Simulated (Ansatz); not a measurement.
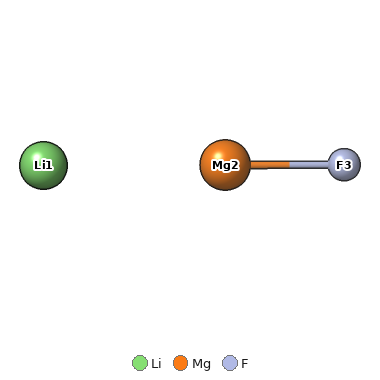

The system is FLiMg; the picture shows the reference structure. Coordinates scanned: (1) angle Li1–Mg2–F3 (carried through 180); (2) change of the bonds Mg2–Li1, Mg2–F3, all alike. Nothing is relaxed (all other coordinates rigid). The scan uses a 15 × 15 grid; 142 points were computed and 83 follow by symmetry. Points are written as (first, second). Energies: kcal/mol, counted from the lowest grid point. Theory: RKS B3LYP-D4/def2-TZVP (Ansatz 0.2.0).

Its coordinates:

```xyz
3

Li   -2.0219    0.8394   -1.0112
Mg    0.2626   -0.1090    0.1313
F     1.7593   -0.7305    0.8799
```

Range: angle Li1–Mg2–F3 (carried through 180) from 140.0 to 220.0°; change of the bonds Mg2–Li1, Mg2–F3, all alike from −0.248 to 0.383 Å.

> What will the energy surface look like?

The lowest grid point is at (180.0°, 0.023 Å). It is the only kind of minimum in the scanned range. The highest grid point, (140.0°, −0.248 Å), lies 24.9 kcal/mol above the lowest. Round the minimum the two coordinates are nearly uncoupled.

```
second ↓, first →  140.0  145.7  151.4  157.1  162.9  168.6  174.3  180.0  185.7  191.4  197.1  202.9  208.6  214.3  220.0
            0.383   21.3   20.7   20.2   19.8   19.5   19.2   19.1   19.0   19.1   19.2   19.5   19.8   20.2   20.7   21.3
            0.338   18.1   17.5   17.0   16.6   16.2   16.0   15.8   15.8   15.8   16.0   16.2   16.6   17.0   17.5   18.1
            0.293   15.1   14.4   13.9   13.4   13.1   12.8   12.7   12.6   12.7   12.8   13.1   13.4   13.9   14.4   15.1
            0.248   12.1   11.5   10.9   10.5   10.1    9.8    9.7    9.6    9.7    9.8   10.1   10.5   10.9   11.5   12.1
            0.203    9.4    8.8    8.2    7.7    7.3    7.1    6.9    6.8    6.9    7.1    7.3    7.7    8.2    8.8    9.4
            0.158    7.1    6.4    5.8    5.3    4.9    4.6    4.4    4.4    4.4    4.6    4.9    5.3    5.8    6.4    7.1
            0.113    5.1    4.4    3.8    3.3    2.9    2.6    2.4    2.3    2.4    2.6    2.9    3.3    3.8    4.4    5.1
            0.068    3.6    2.9    2.3    1.8    1.4    1.1    0.9    0.8    0.9    1.1    1.4    1.8    2.3    2.9    3.6
            0.023    2.9    2.1    1.5    1.0    0.5    0.2    0.1    0.0    0.1    0.2    0.5    1.0    1.5    2.1    2.9
           −0.023    2.9    2.2    1.5    1.0    0.6    0.3    0.1    0.0    0.1    0.3    0.6    1.0    1.5    2.2    2.9
           −0.068    4.0    3.3    2.6    2.1    1.6    1.3    1.1    1.1    1.1    1.3    1.6    2.1    2.6    3.3    4.0
           −0.113    6.4    5.7    5.0    4.5    4.0    3.7    3.5    3.4    3.5    3.7    4.0    4.5    5.0    5.7    6.4
           −0.158   10.4    9.7    9.0    8.4    8.0    7.7    7.5    7.4    7.5    7.7    8.0    8.4    9.0    9.7   10.4
           −0.203   16.4   15.7   15.0   14.4   14.0   13.7   13.5   13.4   13.5   13.7   14.0   14.4   15.0   15.7   16.4
           −0.248   24.9   24.1   23.4   22.9   22.4   22.1   21.9   21.9   21.9   22.1   22.4   22.9   23.4   24.1   24.9
```

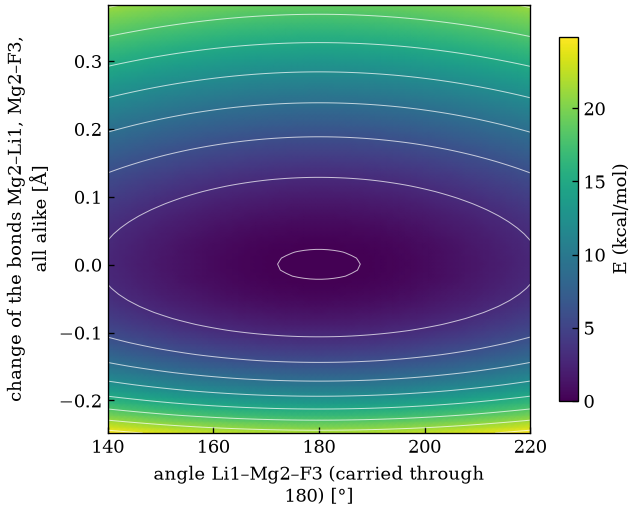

The picture shows a smooth colour map with a few white contour lines. Between grid points the surface is interpolated.

Each point was launched as `ansatz run input.yaml --threads 1 --pin off --max-ram 2560MiB --backend cpu --events-out ev --progress --plain --runs-dir out`. The whole map (142 points run) took 3.3 min on 1 thread of Arm Neoverse V2, on a shared host.
